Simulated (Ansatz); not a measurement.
# linear Sn chain under tension and compression

Aim: how do moment and conductance of the linear Sn chain follow its length?

Main program and level: Ansatz 0.2.0; DFT PBE, plane waves, PAW; relaxation of a chain's period, in the first sound run; inputs show where later runs differ.

## Step 1: Set-up

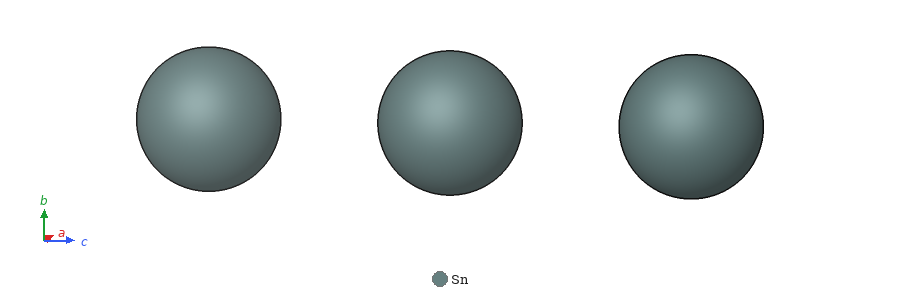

The cell as given, from the side, with the c axis across the page (tin teal). 1×1×2 cells are drawn. Some periodic images of atoms are drawn too.

The cell holds 1 atom: 1 Sn. Its edges and angles: a = 7.500 Å, b = 7.500 Å, c = 2.585 Å, α = 90.0°, β = 90.0°, γ = 90.0°. Vacuum lies along a and b. The structure's axis is c.

## Step 2: Relaxing the period

Band widths follow the bond lengths, so the chain is relaxed first. The atoms and the third cell vector are free; the box across stays fixed as vacuum. Moments are seeded so that a magnetic state can form if it lies lower. A Fermi-Dirac smearing is set since the result may be a metal. The pressure printed is a third of the stress's trace over the whole box, vacuum included; only the stress along the axis is relaxed.

input.yaml

```yaml
crystal:
  lattice:
    - [7.5, 0.0, 0.0]
    - [0.0, 7.5, 0.0]
    - [0.0, 0.0, 2.5854]
  atoms:
    - { symbol: Sn, position: [0.5, 0.5, 0.0], spin: 0.5 }
magnetization:
  spin_polarized: true
kpoints:
  mp_grid: { grid: [1, 1, 31] }
scf:
  occupations: { method: fermi_dirac, width: 0.05 }
hamiltonian:
  xc: pbe
relax:
  cell: { fix: [a, b, alpha, beta, gamma] }
  max_steps: 60
```

On the command line:

```console
ansatz run input.yaml --threads 4 --pin off --max-ram 8192MiB --backend cpu --events-out ev --progress --plain --runs-dir out
```

Numbers of over 12 decimals in the logs are rounded to 6 here.

Output:

```text
Engine: ansatz 0.2.0, aarch64-unknown-linux-gnu
Pseudopotentials: kind: paw
Pseudopotential: Sn, paw, valence charge 14, recommended cutoff 420 eV (normal), Sn.paw.azcp
Functional definition: PBE
  parameter kappa = 0.804
  parameter beta = 0.066725
  exchange = pbe_x(kappa = kappa, mu = beta*pi^2/3)
  correlation = pbe_c(beta = beta)
Crystal: 1 atoms, lattice volume = 145.429 Å³
Basis set: ecut = 420 eV, 2857 PW (Γ), exchange–correlation on 108×108×36 points (8 copies of the dense FFT grid, shifted against one another)
Bands: 12, of which v1, the nominal top of the filled ones, is band 7 counted from 1 (6 counted from 0)
Symmetry: 16 space group operations
Space group: P4/mmm (ITA 123), of the structure as read, at distance tolerance 5.3e-5 Å
Magnetic group: BNS 123.339 (UNI 999), of the structure as read, at distance tolerance 5.3e-5 Å
k-points: 16 of 31
Non-local potential: Sn, projectors of the file, l = 0: 2, l = 1: 2, l = 2: 2, l = 3: 2
PAW form: soft (Blöchl's): semilocal exchange-correlation on the pseudo side does not see the compensation charge
PAW one-centre angular grid: Sn, 590 points (default); XC on 64 Gauss nodes
Initial density: superposition of atomic densities (neutral atoms: chi_scale 0, normalization atom)
Starting moments: Σ|m| = 0.5 μB on 1 of 1 site
Initial wavefunctions: pseudopotential atomic-orbital guess
Functional: x = pbe(κ = 0.804, μ = 0.219515), c = pbe(β = 0.066725)
iter 1 solved again at ethr=1.22e-3 eV; its pass at ethr=3.10e-3 eV (dr2=1.71e-1 eV) is discarded
SCF iter   1: F=—  HF=-6022.777891 eV  |F-HF|=—  |Δ(HF+E_count)|=         —  Δρ=1.18e-2 (↑1.18e-2 ↓1.14e-2)  dr2=1.73e-1  dr2_m=1.57e-1  M=0.055 μB ∫|m|=0.055 μB  β_m=0.30  ethr=1.22e-3  ⟨swp⟩=1.0  Hψ=3439  notcnv=0
preconditioner: auto → none  [insulator: Δε(μ)=0.212 eV  Ē_g=8.920 eV  σ=0.050 eV  W_gap=0.52  n_scr=12 (ndim 8)  ℏωp=6.2 eV  f_vac=0.606  D(μ)=0.83/eV (n_scr^D=4)  ε∞_Penn≈1.5]
SCF iter   2: F=—  HF=-6022.749550 eV  |F-HF|=—  |Δ(HF+E_count)|=   2.83e-2  Δρ=8.21e-3 (↑8.21e-3 ↓7.99e-3)  dr2=6.13e-2  dr2_m=7.86e-2  M=0.046 μB ∫|m|=0.046 μB  β_m=0.30  ethr=1.22e-3  ⟨swp⟩=2.0  Hψ=494  notcnv=0
SCF iter   3: F=—  HF=-6022.735924 eV  |F-HF|=—  |Δ(HF+E_count)|=   1.36e-2  Δρ=5.55e-3 (↑5.35e-3 ↓5.55e-3)  dr2=1.01e-3  dr2_m=3.93e-2  M=0.038 μB ∫|m|=0.038 μB  β_m=0.30  ethr=4.38e-4  ⟨swp⟩=2.7  Hψ=659  notcnv=0
SCF iter   4: F=—  HF=-6022.739874 eV  |F-HF|=—  |Δ(HF+E_count)|=   3.95e-3  Δρ=3.93e-3 (↑3.76e-3 ↓3.93e-3)  dr2=1.52e-4  dr2_m=1.96e-2  M=0.032 μB ∫|m|=0.032 μB  β_m=0.30  ethr=7.23e-6  ⟨swp⟩=2.6  Hψ=673  notcnv=0
SCF iter   5: F=—  HF=-6022.741906 eV  |F-HF|=—  |Δ(HF+E_count)|=   2.03e-3  Δρ=2.76e-3 (↑2.68e-3 ↓2.76e-3)  dr2=1.02e-5  dr2_m=9.85e-3  M=0.026 μB ∫|m|=0.026 μB  β_m=0.30  ethr=1.09e-6  ⟨swp⟩=2.4  Hψ=603  notcnv=0
SCF iter   6: F=—  HF=-6022.742928 eV  |F-HF|=—  |Δ(HF+E_count)|=   1.02e-3  Δρ=1.92e-3 (↑1.92e-3 ↓1.92e-3)  dr2=3.32e-7  dr2_m=4.93e-3  M=0.022 μB ∫|m|=0.022 μB  β_m=0.30  ethr=7.31e-8  ⟨swp⟩=2.0  Hψ=543  notcnv=0
SCF iter   7: F=—  HF=-6022.743462 eV  |F-HF|=—  |Δ(HF+E_count)|=   5.35e-4  Δρ=1.36e-3 (↑1.36e-3 ↓1.36e-3)  dr2=6.52e-8  dr2_m=2.48e-3  M=0.018 μB ∫|m|=0.018 μB  β_m=0.30  ethr=2.37e-9  ⟨swp⟩=2.6  Hψ=660  notcnv=0
Mixer restart at iter 7: flushing history
spin-set hold released at iteration 7 (site moments contracting): the magnetisation degrees of freedom join the quasi-Newton model from the next iteration; the mixer history was flushed
SCF iter   8: F=—  HF=-6022.743747 eV  |F-HF|=—  |Δ(HF+E_count)|=   2.85e-4  Δρ=9.68e-4 (↑9.68e-4 ↓9.68e-4)  dr2=2.90e-8  dr2_m=1.25e-3  M=0.015 μB ∫|m|=0.015 μB  β_m=0.65  ethr=4.66e-10  ⟨swp⟩=2.9  Hψ=676  notcnv=0
SCF iter   9: F=—  HF=-6022.744094 eV  |F-HF|=—  |Δ(HF+E_count)|=   3.47e-4  Δρ=4.27e-5 (↑4.27e-5 ↓4.27e-5)  dr2=1.52e-9  dr2_m=2.43e-6  M=0.005 μB ∫|m|=0.005 μB  β_m=0.82  ethr=2.07e-10  ⟨swp⟩=3.5  Hψ=888  notcnv=0
SCF iter  10: F=—  HF=-6022.744107 eV  |F-HF|=—  |Δ(HF+E_count)|=   1.35e-5  Δρ=2.27e-5 (↑2.27e-5 ↓2.26e-5)  dr2=4.59e-10  dr2_m=6.86e-7  M=0.003 μB ∫|m|=0.003 μB  β_m=0.91  ethr=1.09e-11  ⟨swp⟩=5.2  Hψ=1238  notcnv=0
SCF iter  11: F=—  HF=-6022.744112 eV  |F-HF|=—  |Δ(HF+E_count)|=   4.37e-6  Δρ=1.67e-6 (↑1.56e-6 ↓1.67e-6)  dr2=3.86e-9  dr2_m=2.65e-9  M=0.000 μB ∫|m|=0.000 μB  β_m=0.94  ethr=3.28e-12  ⟨swp⟩=5.2  Hψ=1239  notcnv=0
SCF iter  12: F=—  HF=-6022.744112 eV  |F-HF|=—  |Δ(HF+E_count)|=   1.81e-8  Δρ=7.39e-7 (↑7.31e-7 ↓7.39e-7)  dr2=3.13e-9  dr2_m=6.01e-11  M=0.000 μB ∫|m|=0.000 μB  β_m=0.76  ethr=3.28e-12  ⟨swp⟩=4.0  Hψ=1014  notcnv=0
SCF iter  13: F=-6022.744112 eV  HF=-6022.744112 eV  |F-HF|=3.46e-11  |Δ(HF+E_count)|=   1.59e-9  Δρ=9.84e-8 (↑9.70e-8 ↓9.84e-8)  dr2=3.83e-13  dr2_m=1.26e-11  M=0.000 μB ∫|m|=0.000 μB  ethr=3.28e-12  ⟨swp⟩=3.0  Hψ=966  notcnv=0
WARN: the starting moments were not kept: the SCF closed with an absolute magnetisation of 4.9e-6 μB, where they sum to 0.5 μB in size (1 site). That is at most 0.1 of that sum. Measured as dr2_m measures the in/out step, that magnetisation stands 1.8e-12 eV from none, at or under the dr2_threshold of 1.0e-7 eV: it is no larger than a step whose dr2_m would equal this threshold. The system may hold no moment; this SC [...]
SCF 1 converged in 13 iterations: F = -6022.744112 eV  dr2 = 3.83e-13
  greatest PAW one-centre occupation: 0.991 electrons in one spin orbital (limit 2), on the Sn atom at site 0 (counted from 0), in its partial waves of l = 2
relax step   1: F+E_penalty+E_count = -6022.74411169 eV  Δ(F+E_penalty+E_count) = +0.000e0 eV  max|allowed force component| = 0.000e0 eV/Å  Δτ_max = 0.0000 Å  P = +1.419 GPa  Ω = 145.429 Å³  fix = [a, b, alpha, beta, gamma]  reactions: a +0.250, b +0.250 GPa  (13 SCF iters, dr2 threshold 1.00e-7 eV, accepted)
Crystal: 1 atoms, lattice volume = 152.518 Å³
Basis set: ecut = 420 eV, 3033 PW (Γ), exchange–correlation on 108×108×36 points (8 copies of the dense FFT grid, shifted against one another)
Initial density: handed on by an earlier stage of this run
Starting moments: Σ|m| = 0.5 μB on 1 of 1 site; this step starts from the density that it was given
Initial wavefunctions: those handed on with the density
iter 1 solved again at ethr=4.38e-5 eV; its pass at ethr=3.10e-3 eV (dr2=6.13e-3 eV) is discarded
SCF iter   1: F=—  HF=-6022.827629 eV  |F-HF|=—  |Δ(HF+E_count)|=         —  Δρ=8.92e-4 (↑8.09e-4 ↓8.92e-4)  dr2=6.41e-3  dr2_m=2.40e-4  M=-0.007 μB ∫|m|=0.007 μB  β_m=0.30  ethr=4.38e-5  ⟨swp⟩=1.5  Hψ=3298  notcnv=0
[...]
SCF iter   7: F=-6022.830549 eV  HF=-6022.830549 eV  |F-HF|=9.54e-10  |Δ(HF+E_count)|=   5.31e-9  Δρ=4.98e-7 (↑4.81e-7 ↓4.98e-7)  dr2=9.46e-12  dr2_m=3.35e-10  M=-0.000 μB ∫|m|=0.000 μB  β_m=0.98  ethr=6.86e-12  ⟨swp⟩=1.6  Hψ=1078  notcnv=0
iter 8 did not close the SCF: its close was put off for a magnetic moment that had not settled (scf_convergence_deferred on its scf_iter line)
SCF iter   8: F=-6022.830549 eV  HF=-6022.830549 eV  |F-HF|=1.85e-10  |Δ(HF+E_count)|=   2.80e-9  Δρ=2.16e-7 (↑2.09e-7 ↓2.16e-7)  dr2=9.17e-12  dr2_m=6.14e-11  M=-0.000 μB ∫|m|=0.000 μB  β_m=0.99  ethr=1.00e-12  ⟨swp⟩=1.0  Hψ=1128  notcnv=0
SCF iter   9: F=-6022.830549 eV  HF=-6022.830549 eV  |F-HF|=2.73e-12  |Δ(HF+E_count)|=  6.14e-10  Δρ=1.34e-8 (↑1.34e-8 ↓1.30e-8)  dr2=4.83e-13  dr2_m=8.43e-14  M=-0.000 μB ∫|m|=0.000 μB  ethr=1.00e-12  ⟨swp⟩=1.0  Hψ=1123  notcnv=0
the starting moments were not kept: the SCF closed with an absolute magnetisation of 1.9e-6 μB, where they sum to 0.5 μB in size (1 site). That is at most 0.1 of that sum. Measured as dr2_m measures the in/out step, that magnetisation stands 2.7e-13 eV from none, at or under the dr2_threshold of 1.0e-7 eV: it is no larger than a step whose dr2_m would equal this threshold.
SCF 3 converged in 9 iterations: F = -6022.830549 eV  dr2 = 4.83e-13
relax step   3: F+E_penalty+E_count = -6022.83054933 eV  Δ(F+E_penalty+E_count) = -4.706e-3 eV  max|allowed force component| = 0.000e0 eV/Å  Δτ_max = 0.0000 Å  P = +0.333 GPa  Ω = 153.895 Å³  energy of the carried Pulay correction = -5.425e-4 eV  fix = [a, b, alpha, beta, gamma]  reactions: a +0.247, b +0.247 GPa  (9 SCF iters, dr2 threshold 1.00e-7 eV, accepted)
[...]
relax step   4: F+E_penalty+E_count = -6022.82170628 eV  Δ(F+E_penalty+E_count) = +8.843e-3 eV  max|allowed force component| = 0.000e0 eV/Å  Δτ_max = 0.0000 Å  P = -0.216 GPa  Ω = 160.585 Å³  energy of the carried Pulay correction = -9.614e-4 eV  fix = [a, b, alpha, beta, gamma]  (8 SCF iters, dr2 threshold 1.00e-7 eV, rejected (line search))
[...]
relax step   5: F+E_penalty+E_count = -6022.83530192 eV  Δ(F+E_penalty+E_count) = -4.753e-3 eV  max|allowed force component| = 0.000e0 eV/Å  Δτ_max = 0.0000 Å  P = +0.228 GPa  Ω = 155.962 Å³  energy of the carried Pulay correction = -6.728e-4 eV  fix = [a, b, alpha, beta, gamma]  reactions: a +0.243, b +0.243 GPa  (9 SCF iters, accepted)
[...]
relax step   6: F+E_penalty+E_count = -6022.83574090 eV  Δ(F+E_penalty+E_count) = -4.390e-4 eV  max|allowed force component| = 0.000e0 eV/Å  Δτ_max = 0.0000 Å  P = +0.156 GPa  Ω = 156.794 Å³  energy of the carried Pulay correction = -7.251e-4 eV  fix = [a, b, alpha, beta, gamma]  reactions: a +0.242, b +0.242 GPa  (7 SCF iters, dr2 threshold 9.83e-8 eV, accepted)
Basis set: ecut = 420 eV, 3129 PW (Γ), exchange–correlation on 108×108×40 points (8 copies of the dense FFT grid, shifted against one another)
Initial wavefunctions: pseudopotential atomic-orbital guess (no wavefunctions were taken with the density)
iter 1 solved again at ethr=7.34e-7 eV; its pass at ethr=3.10e-3 eV (dr2=1.03e-4 eV) is discarded
SCF iter   1: F=—  HF=-6022.836257 eV  |F-HF|=—  |Δ(HF+E_count)|=         —  Δρ=2.37e-5 (↑2.37e-5 ↓2.37e-5)  dr2=7.69e-7  dr2_m=8.26e-12  M=-0.000 μB ∫|m|=0.000 μB  β_m=0.30  ethr=7.34e-7  ⟨swp⟩=2.8  Hψ=3652  notcnv=0
preconditioner: auto → none  [insulator: Δε(μ)=0.199 eV  Ē_g=8.155 eV  σ=0.050 eV  W_gap=0.67  n_scr=12 (ndim 8)  ℏωp=5.9 eV  f_vac=0.627  D(μ)=1.28/eV (n_scr^D=8)  ε∞_Penn≈1.5]
SCF iter   2: F=—  HF=-6022.836257 eV  |F-HF|=—  |Δ(HF+E_count)|=   3.26e-7  Δρ=1.61e-5 (↑1.61e-5 ↓1.61e-5)  dr2=3.14e-7  dr2_m=5.72e-12  M=-0.000 μB ∫|m|=0.000 μB  β_m=0.54  ethr=5.49e-9  ⟨swp⟩=2.3  Hψ=604  notcnv=0
SCF iter   3: F=—  HF=-6022.836258 eV  |F-HF|=—  |Δ(HF+E_count)|=   8.13e-7  Δρ=2.59e-6 (↑2.58e-6 ↓2.59e-6)  dr2=8.39e-9  dr2_m=1.74e-12  M=-0.000 μB ∫|m|=0.000 μB  β_m=0.65  ethr=2.24e-9  ⟨swp⟩=2.4  Hψ=612  notcnv=0
SCF iter   4: F=—  HF=-6022.836258 eV  |F-HF|=—  |Δ(HF+E_count)|=   3.02e-8  Δρ=2.12e-7 (↑2.12e-7 ↓2.10e-7)  dr2=1.17e-10  dr2_m=5.60e-13  M=-0.000 μB ∫|m|=0.000 μB  β_m=0.65  ethr=5.99e-11  ⟨swp⟩=2.0  Hψ=482  notcnv=0
SCF iter   5: F=-6022.836258 eV  HF=-6022.836258 eV  |F-HF|=9.09e-12  |Δ(HF+E_count)|=   1.25e-8  Δρ=5.33e-8 (↑5.33e-8 ↓4.98e-8)  dr2=7.17e-12  dr2_m=2.62e-13  M=-0.000 μB ∫|m|=0.000 μB  ethr=1.00e-12  ⟨swp⟩=6.3  Hψ=1522  notcnv=0
the starting moments were not kept: the SCF closed with an absolute magnetisation of 2.3e-6 μB, where they sum to 0.5 μB in size (1 site). That is at most 0.1 of that sum. Measured as dr2_m measures the in/out step, that magnetisation stands 3.4e-13 eV from none, at or under the dr2_threshold of 1.0e-11 eV: it is no larger than a step whose dr2_m would equal this threshold.
SCF 7 converged in 5 iterations: F = -6022.836258 eV  dr2 = 7.17e-12
relax step   7: F+E_penalty+E_count = -6022.83625792 eV  Δ(F+E_penalty+E_count) = -5.170e-4 eV  max|allowed force component| = 0.000e0 eV/Å  Δτ_max = 0.0000 Å  P = +0.152 GPa  Ω = 156.794 Å³  fix = [a, b, alpha, beta, gamma]  reactions: a +0.240, b +0.240 GPa  stress off target by 2.45e-2 GPa on what of the cell is left free  SCF on the basis re-selected at this cell (its energy is not comparable with the rows above)  (5 SCF iters)
basis re-selected at this cell: Δ(F+E_penalty+E_count) = -5.170e-4 eV, ΔP = -0.004 GPa vs the last step (what re-selecting the basis moved, of the pressure what is left beyond the Pulay correction that the steps carried, after the strain that the cell walked since its last selection, with what the two solves' SCF thresholds leave and, on support functions, any second-order correction that the steps lacked; it is no measure of the basis error at this ecutwfc). The dense FFT grid was sized anew with the basis: this SCF ran on 54×54×20 points, the steps before it on 54×54×18, so part of this shift can come from that change (see relax.cell in the input reference). [rest of the remark cut]
SCF converged after 5 iterations
Magnetization: -0.0000 μB (7.0000 up, 7.0000 down)
Absolute magnetization: 0.0000 μB (∫|ρ↑−ρ↓|, with the PAW one-centre terms)
Spin contamination: 0.0000 ħ² per cell (⟨S²⟩ above its minimum at these occupations)
Per-site moments (μB) at R_I (Å): [(-5.889502728154174e-7, 1.149821)]
Free energy (F): -6022.836258 eV
Harris-Foulkes:  -6022.836258 eV  (|F-HF|=9.09e-12)
Internal energy: -6022.825862 eV  (E = F + TS)
E sigma→0 (E₀):  -6022.831060 eV
Entropy (-TS):   -0.010396 eV (-10.396 meV/atom)
Fermi energy:    -1.733841 eV
--- Per-component energies (eV) ---
  E_band       = -251.262216
  E_kinetic    = 185.120001
  E_local      = -2477.335024  (includes V_loc(G=0)·N_el)
  E_nonlocal   = -32.695258
  E_hartree    = 1260.196326
  E_xc         = -381.322214
  E_vxc        = -94.078564  (∫ρ·V_xc dr)
  E_paw        = -4134.637834  (= ΣΔE_a)
  E_vpaw       = -352.666033  (= ΣTr[D̂ρ^β])
  E_aug_tail   = -0.000000  (compensation charges beyond the density's cutoff)
  E_ewald      = -442.151859
  E_smearing   = -0.010396  (= −TS)
  E_closure    = 0.000000  (closes the sum)
  Σ components = -6022.836258   (vs F -6022.836258, Δ=0.00e0)
--- Forces (eV/Å), atoms counted from 1 ---
  atom   1  Sn    -0.00000000    -0.00000000    -0.00000000
  max |Σ_I F_I| component: 4.42e-29 eV/Å
--- Stress (GPa, compression-positive) ---
        0.240371      -0.000000      -0.000000
       -0.000000       0.240371      -0.000000
       -0.000000      -0.000000      -0.024524
  P = ⅓ Tr σ = 0.1521 GPa (1.521 kbar)
--- Relaxed structure (6 steps of the walk, 5 accepted, 1 SCFs on fresh bases) ---
  F+E_penalty+E_count = -6022.83625792 eV   max|allowed force component| = 0.000e0 eV/Å   (the final SCF, on the basis selected at the relaxed cell)
  cell:  # Å, volume = 156.7938 Å³
    - [7.5, 0.0, 0.0]
    - [0.0, 7.5, 0.0]
    - [0.0, 0.0, 2.787445]
  atoms:
    - { symbol: Sn, position: [0.5, 0.5, 0.0] }
```

Wall time 9.6 s (4 threads of Arm Neoverse V1, shared host); peak memory 0.41 GiB; 34 s of CPU time.

Relaxation path:

```tsv
step	energy less that of the first step (eV)	largest force component (eV/Å)	pressure (GPa)	volume (Å³)
1	0.0000	0.0000	1.42	145.43
2	-0.0817	0.0000	0.37	152.52
3	-0.0864	0.0000	0.33	153.89
4	-0.0776	0.0000	-0.22	160.58
5	-0.0912	0.0000	0.23	155.96
6	-0.0916	0.0000	0.16	156.79
7*	-0.0921	0.0000	0.15	156.79
```

Relaxation steps marked * repeat the geometry before them on a plane-wave basis chosen anew for their cell, so energy and pressure can jump there. Relaxation step 4 was tried and not accepted.

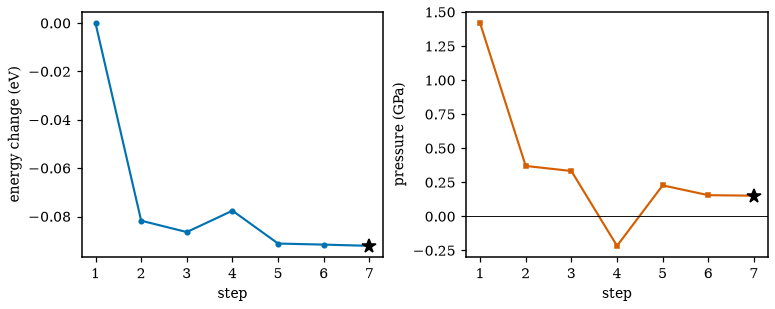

Energy and pressure along the relaxation. Stars mark steps on a basis chosen anew.

```tsv
cell as run	before	after	change
c (Å)	2.585	2.787	+7.8 %
```

Final coordinates:

```xyz
1
Lattice="7.5000 0.0000 0.0000 0.0000 7.5000 0.0000 0.0000 0.0000 2.7874" Properties=species:S:1:pos:R:3
Sn    3.7500    3.7500    0.0000
```

This step gave:

* energy at zero smearing: -6022.8311 eV
* cell length along the wire: 2.787 Å

The cell's length comes to 2.787 Å with no moment.

(Part 1 of 3 ends here.)

[Logs are printed without paths, hosts, clocks, repeated set-up lines and the standing remarks that a program may print on its own settings, such as how far it seeks lower states.]

[Hosts, paths, dates, database ids (printed as entryN), source tags and the programs' standing remarks are cut or masked in the printed files.]
